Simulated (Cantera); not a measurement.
Input: 1 mol Cr, a varied amount of N2O, 24 mol H2, held at 2200 K and 0.100 bar.

Equilibrium computed with Cantera from the NASA thermochemical tables; the gas is ideal and each condensed phase is pure. Candidate condensed phases: Cr, CrN, Cr2N, Cr2O3, H2O; 29 gas species. Kinetics and transport are ignored.

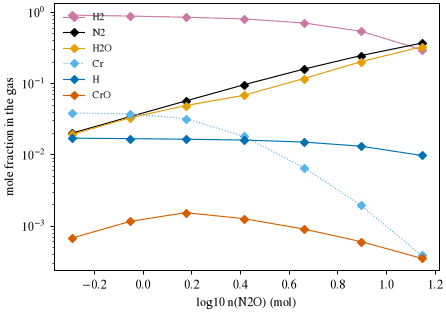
Fig. 1. Equilibrium gas composition (values under 1e-9 drawn at 1e-9)

Task: Read off the mole fractions at 0.51 mol N2O.

Result: H2 about 0.91, Cr about 0.038, N2 about 0.020, H2O about 0.019, H about 0.017, CrO about 0.00067.
